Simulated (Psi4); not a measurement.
**CH6BClP− (SMILES [BH3-]Cl.C=P): a first try and a second**

Aim: the interaction energy of CH6BClP− at SAPT0/jun-cc-pVTZ (density fitting, density fitting for correlation, fragments set).

The calculation is run with Psi4 1.11.

## Step 1: Starting point

The species is CH6BClP− (10 atoms), meant as a singlet with charge -1. SMILES: `[BH3-]Cl.C=P`.

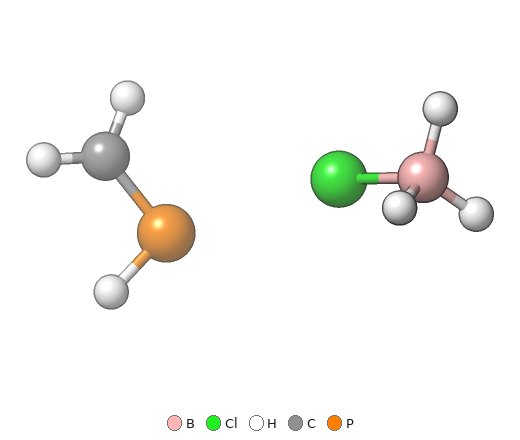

The structure, seen from a chosen angle (boron pink, chlorine green, hydrogen white, carbon grey, phosphorus orange).

## Step 2: First attempt

Contents of run.py:

```python
import psi4

psi4.set_memory('1600 MB')
psi4.set_num_threads(1)
psi4.set_output_file('run.log', False)

geom = psi4.geometry("""
-1 1
B      0.082390    -0.047870     0.135930
Cl    -0.845860     0.496450    -1.396970
H      1.223080    -0.254620    -0.203070
H     -0.460100    -1.051350     0.532730
H      0.000500     0.857390     0.931390
--
0 1
C     -2.090040     3.092910    -4.443080
P     -2.980040     2.251130    -3.318440
H     -1.251860     2.617030    -4.926000
H     -2.287350     4.109250    -4.739060
H     -3.903430     3.267350    -3.008450
units angstrom
symmetry c1
no_reorient
no_com
""")

psi4.set_options({
    'basis': 'jun-cc-pVTZ',
    'scf_type': 'df',
    'freeze_core': 'true',
    'maxiter': 2,
})

e_tot = psi4.energy('sapt0')
print(f'sapt0 energy: {e_tot:.10f} Eh')
```

Started as:

```
$ python run.py
```

run.log:

```text
h
    h
    h

    -----------------------------------------------------------------------

    Memory:     1.5 GiB
    Threads:    1
                ecpint, einsums, f̶o̶r̶t̶e̶, gauxc, gcp, g̶d̶m̶a̶, geometric, g̶p̶u̶_̶d̶f̶c̶c̶,
                i̶n̶t̶e̶g̶r̶a̶t̶o̶r̶x̶x̶, i̶p̶i̶, libefp, m̶d̶i̶, m̶p̶2̶d̶, m̶r̶c̶c̶, ooo,
                o̶p̶e̶n̶f̶e̶r̶m̶i̶o̶n̶p̶s̶i̶4̶, pcmsolver, p̶s̶i̶4̶f̶o̶c̶k̶c̶i̶, p̶s̶i̶x̶a̶s̶,
                p̶y̶e̶i̶n̶s̶u̶m̶s̶, r̶e̶s̶p̶, s̶i̶m̶i̶n̶t̶, s̶n̶s̶m̶p̶2̶,
                v̶2̶r̶d̶m̶_̶c̶a̶s̶s̶c̶f̶

   => Loading Basis Set <=

    Name: JUN-CC-PVTZ
    Role: ORBITAL
    Keyword: BASIS

   => Loading Basis Set <=

    Name: JUN-CC-PVTZ
    Role: ORBITAL
    Keyword: BASIS

  //>>>>>>>>>>>>>>>>>>>>>>>>>>>>>>>>>>>//
  //              Dimer HF             //
  //<<<<<<<<<<<<<<<<<<<<<<<<<<<<<<<<<<<//

   => Loading Basis Set <=

[... 81 lines left out ...]
   => Auxiliary Basis Set <=

  Basis Set: (JUN-CC-PVTZ AUX)
    Blend: JUN-CC-PVTZ-JKFIT
    Number of shells: 200
    Number of basis functions: 644
    Number of Cartesian functions: 772
    Spherical Harmonics?: true
    Max angular momentum: 4

  Minimum eigenvalue in the overlap matrix is 2.0079947396E-04.
  Reciprocal condition number of the overlap matrix is 2.6712999687E-05.
    Using symmetric orthogonalization.

  ==> Pre-Iterations <==

  SCF Guess: Superposition of Atomic Densities via on-the-fly atomic UHF (no occupation information).

   -------------------------
    Irrep   Nso     Nmo
   -------------------------
     A        248     248
   -------------------------
    Total     248     248
   -------------------------

  ==> Iterations <==

                           Total Energy        Delta E     RMS |[F,P]|

   @DF-RHF iter SAD:  -865.10669947689394   -8.65107e+02   0.00000e+00
   @DF-RHF iter   1:  -866.19965273820264   -1.09295e+00   1.80717e-03 ADIIS/DIIS
   @DF-RHF iter   2:  -866.30613435601958   -1.06482e-01   9.04669e-04 ADIIS/DIIS

PsiException: Could not converge SCF iterations in 2 iterations.

  Failed to converge.
```

Standard output:

```text
psi4.driver.p4util.exceptions.SCFConvergenceError: Could not converge SCF iterations in 2 iterations.
```

Wall time 7.2 s (1 thread of AMD EPYC 7R43 (Zen 3), shared host); peak memory 0.61 GiB.

## Step 3: What went wrong

No converged result was reached.

The log says `psi4.driver.p4util.exceptions.SCFConvergenceError: Could not converge SCF iterations in 2 iterations.`. The cause is that the iteration cap is too low for convergence. To mend it: iteration cap at its default in place of 2.

## Step 4: Try two

Changes to run.py since step 2:

```diff
@@ -2,5 +2,5 @@
 
-psi4.set_memory('1600 MB')
+psi4.set_memory(1600000000)
 psi4.set_num_threads(1)
-psi4.set_output_file('run.log', False)
+psi4.core.set_output_file('ch6bclp.out', False)
 
@@ -30,6 +30,7 @@
     'freeze_core': 'true',
-    'maxiter': 2,
 })
 
-e_tot = psi4.energy('sapt0')
-print(f'sapt0 energy: {e_tot:.10f} Eh')
+E, wfn = psi4.energy('sapt0', return_wfn=True)
+print(f'sapt0 energy: {E:.10f} Eh')
+for k, v in sorted(psi4.core.scalar_variables().items()):
+    print(f'{k:45s} {v:18.10f}')
```

Started as:

```
$ python run.py
```

ch6bclp.out:

```text
[...]
  Running in c1 symmetry.
[...]
  Nuclear repulsion =  167.956693903113489
[...]
  Multiplicity = 1
[...]
  Nalpha       = 25
  Nbeta        = 25
[...]
    Number of basis functions: 248
[...]
   @DF-RHF iter   1:  -866.19965273820264   -1.09295e+00   1.80717e-03 ADIIS/DIIS
[...]
   @DF-RHF iter  11:  -380.33895043803966   -2.99565e-11   3.05319e-09 DIIS
[...]
    Orbital Energies [Eh]
    ---------------------
    Doubly Occupied:
       1A    -79.944132     2A    -11.260120     3A     -7.487920
       4A     -5.380770     5A     -5.380651     6A     -5.379689
       7A     -0.983540     8A     -0.756246     9A     -0.618368
      10A     -0.526747    11A     -0.399032    12A     -0.362654
[...]
  @DF-RHF Final Energy:  -380.33895043803966
   => Energetics <=
    Nuclear Repulsion Energy =             48.7772140233137108
    One-Electron Energy =                -621.2725922120710038
    Two-Electron Energy =                 192.1564277507176257
    Total Energy =                       -380.3389504380396602
[...]
 Multipole Moments:
 ------------------------------------------------------------------------------------
     Multipole            Electronic (a.u.)      Nuclear  (a.u.)        Total (a.u.)
 ------------------------------------------------------------------------------------
 L = 1.  Multiply by 2.5417464519 to convert [e a0] to [Debye]
 Dipole X            :        122.2896209         -122.2340620            0.0555589
 Dipole Y            :       -117.4073482          117.7640283            0.3566801
 Dipole Z            :        168.1824057         -168.3908305           -0.2084248
 Magnitude           :                                                    0.4168314
[...]
    Electrostatics                 -0.11612237 [mEh]      -0.07286789 [kcal/mol]      -0.30487924 [kJ/mol]
[...]
    Exchange                       11.74664084 [mEh]       7.37112841 [kcal/mol]      30.84080129 [kJ/mol]
[...]
    Induction                      -5.56531882 [mEh]      -3.49229028 [kcal/mol]     -14.61174254 [kJ/mol]
[...]
    Dispersion                     -5.35443282 [mEh]      -3.35995732 [kcal/mol]     -14.05806143 [kJ/mol]
[...]
  Total HF                          6.06519966 [mEh]       3.80597024 [kcal/mol]      15.92417950 [kJ/mol]
  Total SAPT0                       0.71076684 [mEh]       0.44601292 [kcal/mol]       1.86611808 [kJ/mol]
[...]
Warning! sapt0 does not have an associated derived wavefunction. The returned wavefunction is the dimer SCF wavefunction.
[...]
```

Wall time 45 s (1 thread of AMD EPYC 7R43 (Zen 3), shared host); peak memory 0.73 GiB.

## Step 5: Summary of results

Level: SAPT0/jun-cc-pVTZ (density fitting, density fitting for correlation, fragments set).

| quantity | value |
| --- | --- |
| interaction energy | 1.87 kJ/mol |
